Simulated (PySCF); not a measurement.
Consider C$_{7}$H$_{10}$O$_{3}$ (SMILES C#CCCCOC(=O)OC).

```xyz
20

C     4.1737    0.5108   -1.1553
C     3.4055   -0.1006   -0.4715
C     2.4737   -0.8207    0.3735
C     1.1265   -0.1000    0.4794
C     0.4147   -0.0693   -0.8704
O    -0.7782    0.7155   -0.8257
C    -1.8443    0.1339   -0.2826
O    -1.8934   -0.9801    0.1581
O    -2.8631    0.9944   -0.3231
C    -4.0902    0.5298    0.2246
H     4.8542    1.0366   -1.7557
H     2.3258   -1.8254   -0.0322
H     2.9118   -0.9169    1.3705
H     1.2813    0.9253    0.8217
H     0.4933   -0.6179    1.2019
H     0.1619   -1.0873   -1.1864
H     1.0410    0.4112   -1.6246
H    -4.2987   -0.4884   -0.1092
H    -4.0458    0.5440    1.3157
H    -4.8548    1.2157   -0.1313
```

Geometry: GFN2-xTB.

Computed with PBE0/pcSseg-1, SCF density, gas phase, non-relativistic (PySCF 2.14.0).

> What can the converged electron density and electron localisation function tell about the bonding?

C–O (1.20 Å): ρ is about 3.4 e/Å³ halfway; the ELF peaks at about 0.85 between the atoms: a short, multiple covalent bond.
C–O (1.33 Å): the density is about 2.5 e/Å³ at the midpoint; the ELF peaks at about 0.90 between the atoms: a shared but strongly polarised pair.

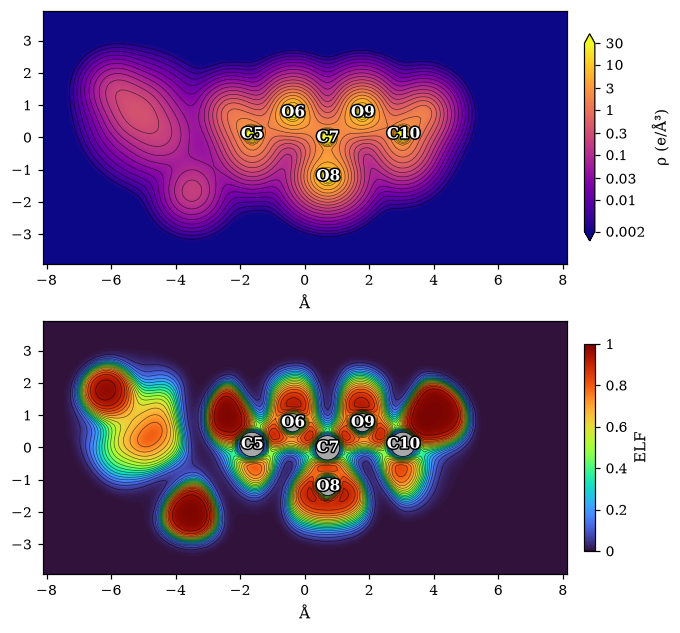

Computed electron density and electron localisation function on the plane of atoms O8, C7 and O9, in this order. Grey discs cover the atomic cores in the ELF map. 
